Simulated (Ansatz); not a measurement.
```xyz
11

C    -1.5654   -0.4641    0.0534
C    -0.1720   -0.1300    0.5114
F    -0.1067   -0.3060    1.8638
O     0.2150    1.1857    0.2167
Ge    1.7360    0.5704   -0.5449
O     0.8202   -0.9207   -0.0866
H    -1.7921   -1.5079    0.3074
H    -1.6465   -0.3285   -1.0324
H    -2.2828    0.1971    0.5572
H     1.8262    0.8150   -2.0556
H     3.0337    0.8319    0.2303
```

Computed with RKS PBE0/def2-SVP in Ansatz 0.2.0.

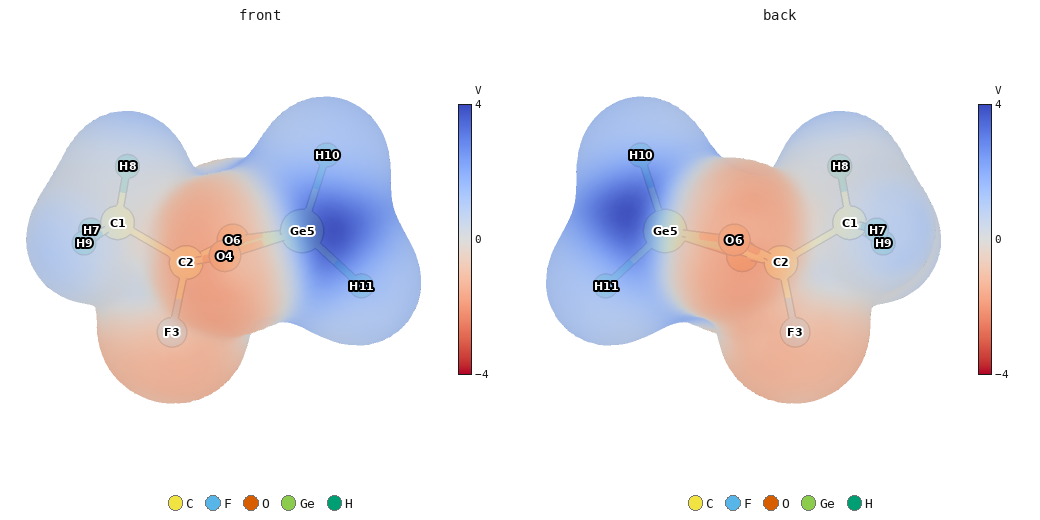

C₂H₅FGeO₂. The molecular electrostatic potential painted on the density surface at 0.004 e/bohr³, seen from the front and from behind; the colour scale runs from red (negative) to blue (positive).

**Where is the surface potential most negative and most positive?**

The most negative region (about −1.8 V) lies over O4 and O6, the most positive (about +3.8 V) over Ge5.
